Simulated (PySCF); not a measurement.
# C6H13PSi (SMILES CCP1CCC=C1[SiH3]): what the fields show

```xyz
21

C    -1.7696    0.9376    0.5120
C    -1.3919    0.9080   -0.9609
P    -0.0186   -0.2536   -1.4767
C    -0.5222   -1.8492   -0.6305
C     0.1894   -1.9475    0.7244
C     1.1558   -0.8112    0.8287
C     1.1727    0.1076   -0.1332
Si    2.2771    1.6254   -0.2127
H    -2.1491   -0.0272    0.8401
H    -2.5488    1.6802    0.6789
H    -0.9103    1.1968    1.1271
H    -1.0683    1.9020   -1.2849
H    -2.2601    0.6351   -1.5695
H    -0.2106   -2.6663   -1.2859
H    -1.6084   -1.9032   -0.5442
H     0.7180   -2.8994    0.8220
H    -0.5197   -1.8917    1.5566
H     1.8039   -0.7705    1.6941
H     2.8654    1.7189   -1.5493
H     1.4703    2.8234    0.0514
H     3.3160    1.5017    0.8124
```

Geometry: GFN2-xTB.

All numbers below come from PBE0/pcSseg-1, SCF density, gas phase, non-relativistic (PySCF 2.14.0).

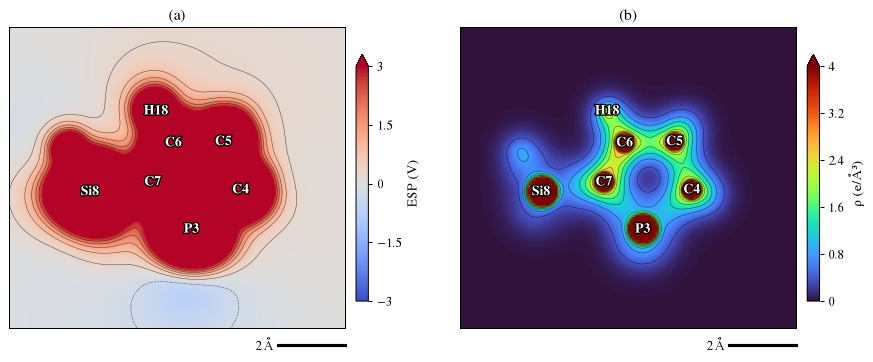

Figure 1. (a) electrostatic potential; (b) total electron density on the plane of atoms C4, P3 and C7.

Interpret the plot.

- Atoms in the plane: P, C, Si and H.
- C–C (1.33 Å): the density is about 2.3 e/Å³ at the midpoint.
- C–P (1.83 Å): the density is about 1.1 e/Å³ at the midpoint.
- C–Si (1.88 Å): ρ is about 0.92 e/Å³ halfway.
- C–H (1.08 Å): ρ at the midpoint is about 2 e/Å³.
- C–C (1.50 Å): ρ at the midpoint is about 1.7 e/Å³.
- Outside the dense part of the molecule the potential is most negative (−0.7 V) near P3.

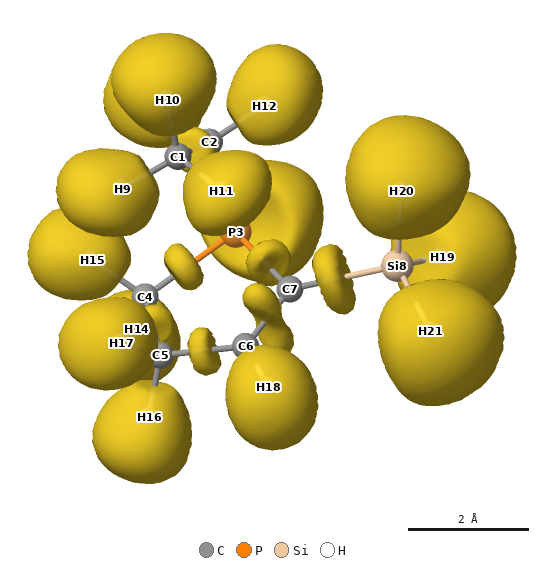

Figure 2. Isosurface of the electron localisation function at 0.85 (yellow), seen at a tilt. Core shells and regions of very low density are left out.

What do the ELF domains correspond to?

At this value the surface marks out four regions between bonded C–C atoms (shared pairs), three regions between bonded C–P atoms (shared pairs), one region between bonded C–Si atoms (shared pairs), 13 regions around hydrogen nuclei and one lobe on P, pointing away from the bonds (lone pairs). Profiles from the grid: C–C (1.33 Å): the ELF peaks at about 0.90 between the atoms: a multiple bond. C–P (1.83 Å): the ELF peaks at about 0.95 between the atoms, as expected for a covalent bond.

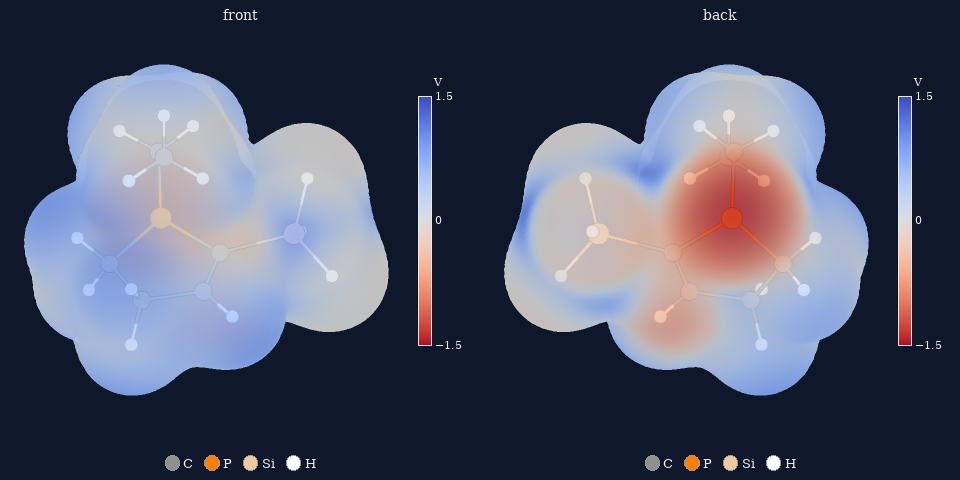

Figure 3. The electrostatic potential painted on the density surface at 0.002 e/bohr³, seen from the front and from behind; the colour scale runs from red (negative) to blue (positive).

Describe the electrostatic potential map.

The most negative region (about −1.3 V, or −30 kcal/mol for a unit charge) lies over P3, the most positive (about +1.0 V, or +23 kcal/mol for a unit charge) over Si8.

What dipole moment does the calculation give?

Its dipole moment is 1.96 D.
